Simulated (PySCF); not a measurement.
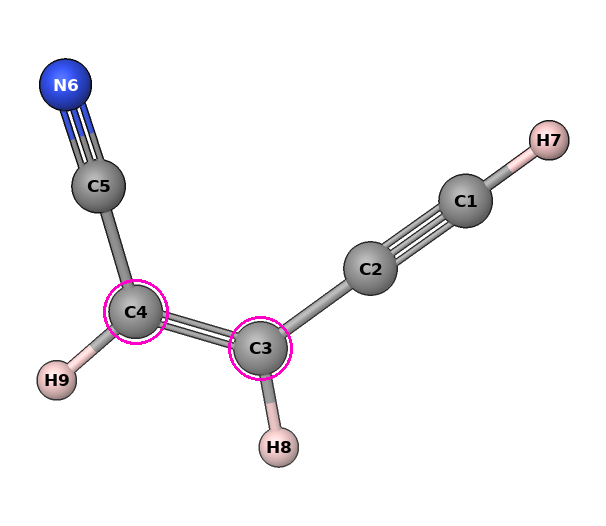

Atoms fade into the background with distance from the viewer. Circles mark the stereogenic atoms. Computed geometry: PBE0-D3(BJ)/def2-SVP optimisation. No frequency run is at hand to confirm it as a minimum.

> Give the R/S and E/Z labels.

C3=C4: Z.
